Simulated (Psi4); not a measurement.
# TD-wB97X/cc-pVDZ (save jk yes, sweep point 2) run of GaSiH4F (SMILES [F][GaH][SiH3])

Wanted: the excited states of GaSiH4F. 

Program for the calculation: Psi4 1.11.

3 further runs of the same task are left out: 3 set aside as unsound or not needed.

## Step 1: The molecule

GaSiH4F: 7 atoms, total charge 0, spin state singlet. As SMILES, `[F][GaH][SiH3]`. The shape is that of a PBE0-D4/def2-TZVP optimisation.

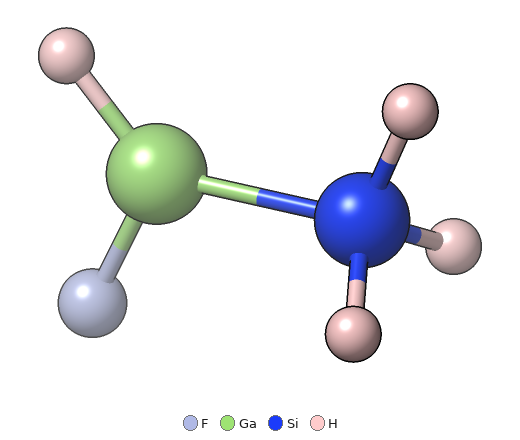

Viewed from a chosen angle; fluorine light blue, gallium green, silicon blue, hydrogen pink.

## Step 2: The excited states at TD-wB97X/cc-pVDZ (save jk yes, sweep point 2)

fgah4si.dat reads:

```
memory 1600 mb

molecule mol {
  F      0.231600    -2.152100     1.342200
  Ga     0.019100    -0.400000     1.279300
  Si    -0.029700     0.450800    -0.970800
  H     -0.096900     0.235400     2.704700
  H     -1.196100    -0.125700    -1.691600
  H     -0.144400     1.933400    -0.983000
  H      1.216400     0.058100    -1.680800
  symmetry c1
}

set globals {
  basis cc-pVDZ
  puream true
  scf_type pk
  dft_radial_points 99
  dft_spherical_points 590
  save_jk true
}

from psi4.driver.procrouting.response.scf_response import tdscf_excitations
E, wfn = energy('wb97x', return_wfn=True)
states = tdscf_excitations(wfn, states=2, tda=False)
```

On the command line:

```console
$ psi4 -n 1 fgah4si.dat fgah4si.out
```

fgah4si.out:

```text
[...]
  Running in c1 symmetry.
[...]
  Nuclear repulsion =  246.997178545031261
[...]
  Multiplicity = 1
[...]
  Nalpha       = 29
  Nbeta        = 29
[...]
    Number of basis functions: 79
[...]
   @RKS iter   1: -2315.98404244034054   -3.85234e+00   1.27382e-02 DIIS/ADIIS
[...]
   @RKS iter   8: -2316.60903437253000   -9.17976e-08   6.29873e-07 DIIS
[...]
    Orbital Energies [Eh]
    ---------------------
    Doubly Occupied:
       1A   -372.448356     2A    -66.143414     3A    -46.013728
       4A    -40.770409     5A    -40.766484     6A    -40.766186
       7A    -24.695467     8A     -5.644644     9A     -5.394245
      10A     -3.936398    11A     -3.926995    12A     -3.924274
      13A     -3.749801    14A     -3.749677    15A     -3.749657
      16A     -1.236574    17A     -0.986947    18A     -0.985808
      19A     -0.982804    20A     -0.978658    21A     -0.974814
      22A     -0.678268    23A     -0.570884    24A     -0.487100
      25A     -0.478088    26A     -0.465342    27A     -0.461044
      28A     -0.455457    29A     -0.374345
[...]
  @RKS Final Energy: -2316.60903437253000
   => Energetics <=
    Nuclear Repulsion Energy =            246.9971785450312609
    One-Electron Energy =               -3718.8842701455482711
    Two-Electron Energy =                1238.7166546382752585
    DFT Exchange-Correlation Energy =     -83.4385974102878691
    Empirical Dispersion Energy =           0.0000000000000000
    VV10 Nonlocal Energy =                  0.0000000000000000
    Total Energy =                      -2316.6090343725300045
[...]
 Multipole Moments:
 ------------------------------------------------------------------------------------
     Multipole            Electronic (a.u.)      Nuclear  (a.u.)        Total (a.u.)
 ------------------------------------------------------------------------------------
 L = 1.  Multiply by 2.5417464519 to convert [e a0] to [Debye]
 Dipole X            :          0.3080130           -0.4068427           -0.0988297
 Dipole Y            :         -4.1087559            4.9629024            0.8541465
 Dipole Z            :          8.4331882           -8.5775386           -0.1443503
 Magnitude           :                                                    0.8718776
[...]
**********                               WARNING                                **********
**********       The names of excited state variables changed between 1.5       **********
[...]
**********                               WARNING                                **********
**********  Length-gauge rotatory strengths are **NOT** gauge-origin invariant  **********
[...]
                                    Excitation Energy         Total Energy        Oscillator Strength             Rotatory Strength
[...]
Excited State    1 (1 A):   0.17871 au   254.95 nm f = 0.0063
[...]
Excited State    2 (1 A):   0.25904 au   175.89 nm f = 0.0201
[...]
```

Wall time 4 min (1 thread of Intel Xeon at 2.50GHz (Skylake/Cascade Lake), shared host); peak memory 1.3 GiB.

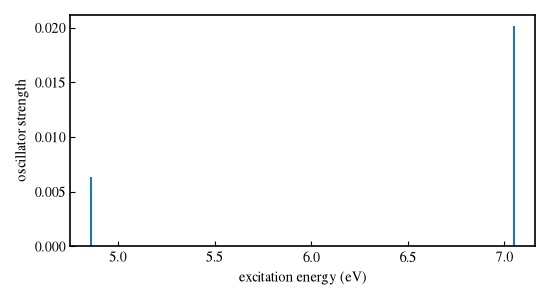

Vertical excitations as sticks.

The roots found:

| excited state | energy (eV) | strength | label |
| --- | --- | --- | --- |
| 1 | 4.863 | 0.0063 | A 1 |
| 2 | 7.049 | 0.0202 | A 1 |

## Step 3: What came out

At TD-wB97X/cc-pVDZ (save jk yes, sweep point 2):

| quantity | value |
| --- | --- |
| ground-state or mean-field energy | -2316.60903 Eh |
| dipole moment (wB97X Kohn–Sham density) | 2.22 D |
| HOMO energy (wB97X Kohn–Sham orbitals) | -10.19 eV |
| LUMO energy (wB97X Kohn–Sham orbitals) | 0.09 eV |
| HOMO–LUMO gap (wB97X Kohn–Sham orbitals) | 10.28 eV |
| lowest excitation energy | 4.86 eV |

**Reading.** The brightest of the 2 transitions from the ground state lies at 7.05 eV (176 nm, f = 0.020); the lowest, at 4.86 eV, has f = 0.006.
